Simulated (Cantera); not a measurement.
Feed: 1 mol Si3N4, a varied amount of O2, 360 mol N2, at 875 °C and 133 Pa.

Cantera equilibrium calculation (NASA polynomials, part measured and part estimated; ideal gas, pure solids and liquids). Candidate condensed phases: Si, SiO2, Si2N2O, Si3N4; 16 gas species. Mutual solubility and eutectic melting of coexisting phases are not modelled. The tables hold silica as quartz up to 1696 K and as liquid above; real silica turns to tridymite and cristobalite and melts near 1996 K. Rates play no part.

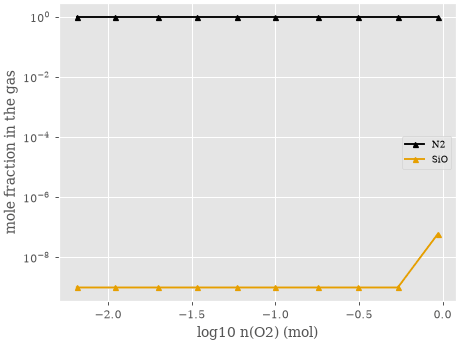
*Equilibrium gas composition (values under 1e-9 drawn at 1e-9)*

From 0.0065 mol O2 to 0.54 mol O2 the condensed part is Si2N2O(s) + Si3N4(s). At 0.94 mol O2 the condensed part is SiO2(β-quartz) + Si2N2O(s).
